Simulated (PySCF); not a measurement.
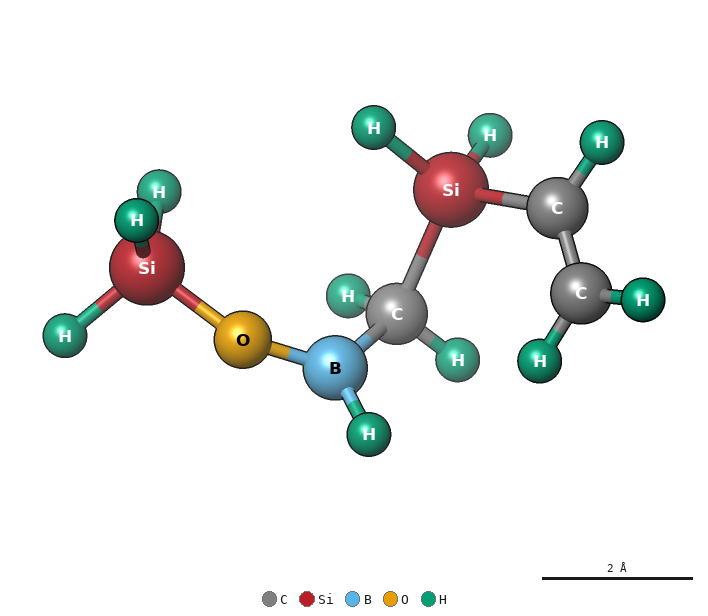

Depth is shown by fading: the farther an atom, the more it takes the colour of the background. The computed structure is the end point of a GFN2-xTB optimisation. No frequency run is at hand to confirm it as a minimum. Masses are those of the most abundant isotopes; constants are for the rigid equilibrium geometry.

**Classify the rotor and give the rotational constants (MHz).**

An asymmetric top (C1): A = 3281, B = 792, C = 746 MHz. Ray's parameter κ is −0.96, close to the prolate limit.
